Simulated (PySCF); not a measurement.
SMILES CC([Te]SC)C at its GFN2-xTB optimised geometry (Å):

```
16

Te    -0.5435    -1.9444     0.0000
C     -0.7613     0.2527     0.0000
C     -0.2247     0.8348    -1.2918
C     -0.0878     0.8680     1.2099
H     -1.8405     0.3970     0.0589
H     -0.3466     1.9179    -1.2951
H      0.8359     0.6108    -1.3946
H     -0.7496     0.4268    -2.1532
H     -0.4758     0.4478     2.1367
H     -0.2585     1.9444     1.2253
H      0.9874     0.7019     1.1668
S      1.8405    -1.9444     0.0000
C      2.2655    -2.1893     1.7569
H      1.8398    -1.3954     2.3609
H      3.3486    -2.1569     1.8111
H      1.9073    -3.1589     2.0871
```

Level of theory: PySCF 2.14.0 with PBE0/def2-TZVP, def2 effective core potentials past Kr. The core electrons that the potentials of Te replace are not part of the density. Cells within 0.4 Å of a nucleus heavier than hydrogen are left out (blank, or x).

Map of the log10 of the electron density (e/bohr³), floored at −4 on the plane z = 0.0 Å:

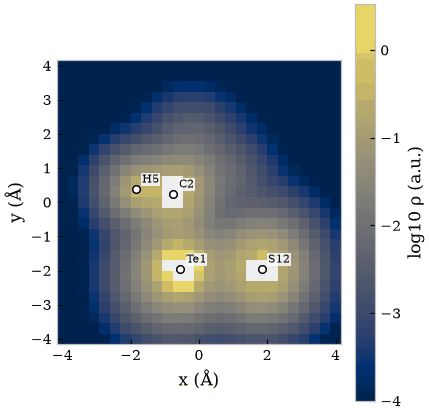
Fig. 1. Log10 of the electron density (e/bohr³), floored at −4 on the plane z = 0.0 Å.
